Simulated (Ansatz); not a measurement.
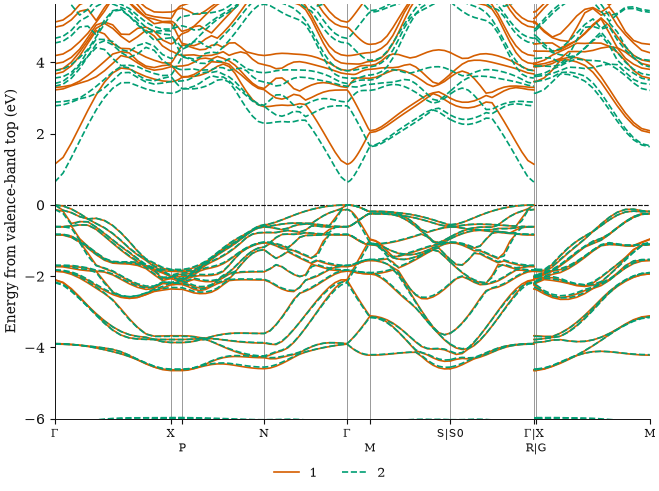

Band structures of Zn₂Cd₃Se₅, space group I-4m2, 10 atoms in the cell, by two methods on the same cell. Each is counted from its own valence-band top.

Which curve is which? The methods: PBE, r2SCAN.

Answer. 1 is r2SCAN; 2 is PBE. r2SCAN gives a gap of 1.14 eV along the path and PBE gives a gap of 0.64 eV along the path.

Settings. r2SCAN: DFT r2SCAN, scalar-relativistic, plane waves, PAW, no spin polarisation, 10×10×10 k mesh, 500 eV cutoff (Ansatz 0.2.0). PBE: DFT PBE, scalar-relativistic, plane waves, PAW, no spin polarisation, 10×10×10 k mesh, 420 eV cutoff (Ansatz).

The structure is an invented one, so it need not be a known or stable phase.
